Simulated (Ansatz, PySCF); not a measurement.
Dissociation curve of SiAl (cation, charge +1), lowest singlet found (which spin is the ground state isn't settled by this scan).

Levels of theory: RHF/3-21G = PySCF 2.14.0 with restricted Hartree-Fock/3-21G; FCI = full CI/aug-cc-pVDZ, frozen core in Ansatz (an electronic-structure program); RCCSD = Ansatz with CCSD on RHF/aug-cc-pVDZ, frozen core; RHF/aug-cc-pVDZ (Ansatz).

Energies are in kcal/mol, each relative to the lowest point of its own curve between 2.94 and 3.71 Å, where full CI is lowest.

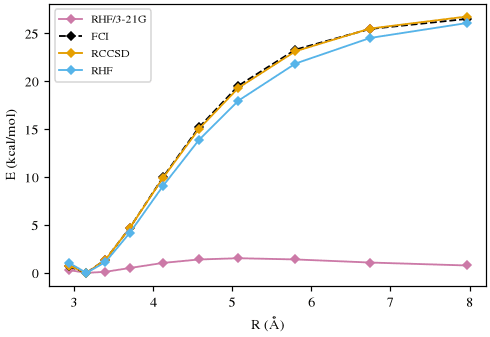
Energy against bond length for each method.

```
R / Å  RHF/3-21G   FCI  RCCSD   RHF
-----  ---------  ----  -----  ----
2.94         0.3   0.7    0.7   1.0
3.16         0.0   0.0    0.0   0.0
3.40         0.1   1.4    1.4   1.1
3.71         0.5   4.7    4.7   4.2
4.13         1.0  10.0   10.0   9.1
4.58         1.4  15.2   15.0  13.9
5.08         1.5  19.5   19.3  18.0
5.80         1.4  23.3   23.1  21.9
6.74         1.1  25.5   25.5  24.5
7.96         0.8  26.5   26.8  26.1
```

At the longest distance, 7.96 Å, RCCSD lies highest above its minimum (26.8 kcal/mol) and RHF/3-21G lowest (0.8 kcal/mol).

The scan ran from 1.65 to 7.96 Å; beyond the distances shown full CI changes its symmetry label. The restricted form behind RHF/3-21G, RHF keeps the bonding electrons paired and can't separate into open-shell fragments.
